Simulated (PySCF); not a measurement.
## A study: CS₂, SMILES `S=C=S`

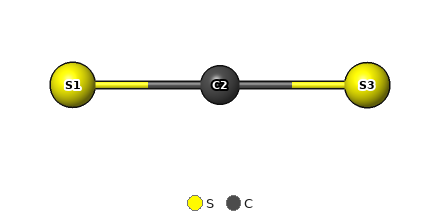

The molecule, with its atoms numbered as below. No frequency check shows the geometry to be a minimum.

Cartesian coordinates (Å):

```
S1      -1.5501    0.0000    0.0000
C2       0.0000   -0.0000    0.0000
S3       1.5501    0.0000    0.0000
```

## 1. Bonding charge

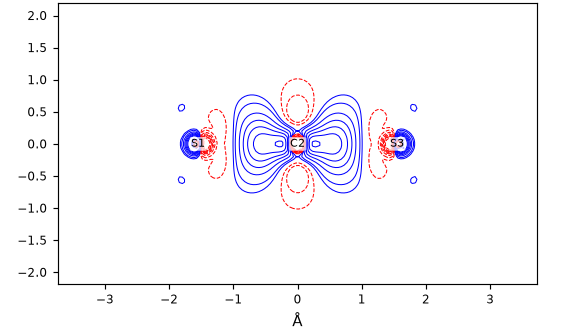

Deformation density (molecule less spherical, spin-averaged free atoms) in the molecular plane; contours at ±0.05 to ±0.8 e/Å³; solid blue lines: gain, dashed red lines: loss.

Method: PBE0/cc-pVTZ; geometry: GFN2-xTB; program: PySCF.

**Describe the bonding that the map shows.**

S1–C2 and C2–S3: +0.14 e/Å³ at the bond critical point (bond length 1.55 Å, Mayer order 2.0). In all, 0.6 electrons gather in the regions of gain relative to the promolecule. A small or negative value marks a very polar bond, one between electron-rich atoms, whose free-atom densities already overlap strongly, a long bond to a heavier atom, or a closed-shell contact such as a hydrogen bond.

**Where do the Hirshfeld charges lie?**

The highest Hirshfeld charge is on S1 and S3 (0.00 e), the lowest on C2 (0.00 e).

## 2. Bond critical points

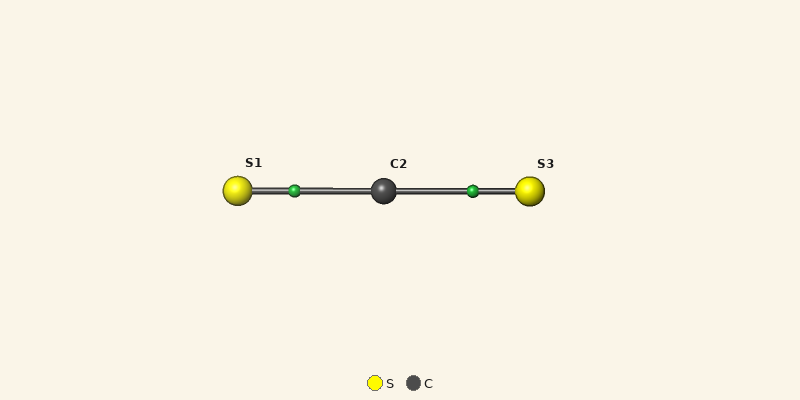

Molecular graph of the electron density (QTAIM): bond paths, bond critical points (green), ring points (magenta, if any); weak paths are dashed.

**How many critical points of each kind are there, and does the count close?**

3 nuclei, 2 bond, 0 ring and 0 cage critical points: 3 − 2 + 0 − 0 = 1, as the Poincaré–Hopf relation requires.

**Give the properties at the bond critical points.**

```csv
bond,length (Å),ρ (a.u.),∇²ρ (a.u.),ε,H (a.u.)
S1–C2 (2 alike),1.550,0.253,+0.41,0.00,−0.315
```

**What kind of interaction is S1–C2?**

Polar or intermediate (positive Laplacian, negative energy density H): ρ = 0.253, ∇²ρ = +0.41, H = −0.315 a.u.

## 3. Local ionisation energy

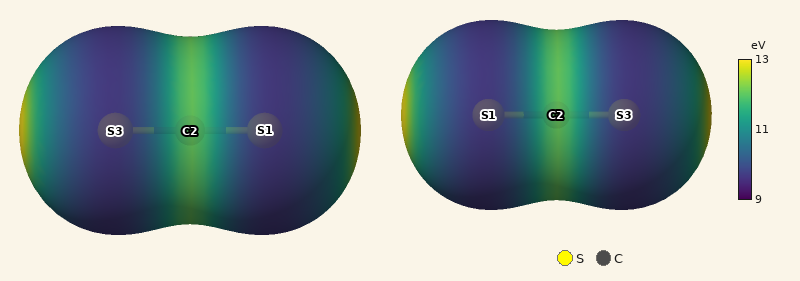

Average local ionisation energy on the surface of electron density 0.001 a.u. (back view left, front view right).

**Locate the minima of the map.**

The lowest value is 9.7 eV, 2.2 Å from S3, and at like points elsewhere. For comparison, the highest occupied orbital lies at −7.8 eV.

## 4. Localised orbitals

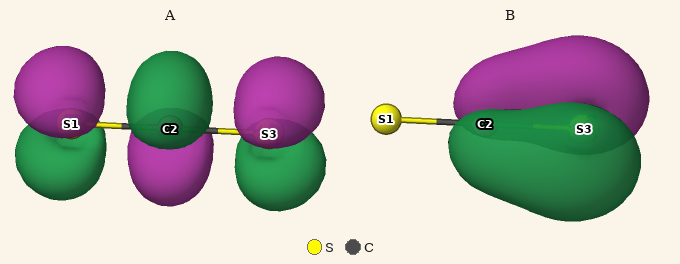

Intrinsic bond orbitals (IBO), occupied and valence-virtual; each surface holds about 80 % of the orbital's density. Energies are diagonal elements of the Fock matrix.

PySCF calculation, TPSS/cc-pVDZ, gas phase; geometry: GFN2-xTB.

**Name the orbitals, with their atomic make-up and energies.**

By panel:
- A: antibonding multicentre orbital mainly over C2, S1 and S3 (C2 50 %, S1 25 %, S3 25 %; −1.8 eV)
- B: π bond S3–C2 (S3 73 %, C2 25 %; −8.2 eV)
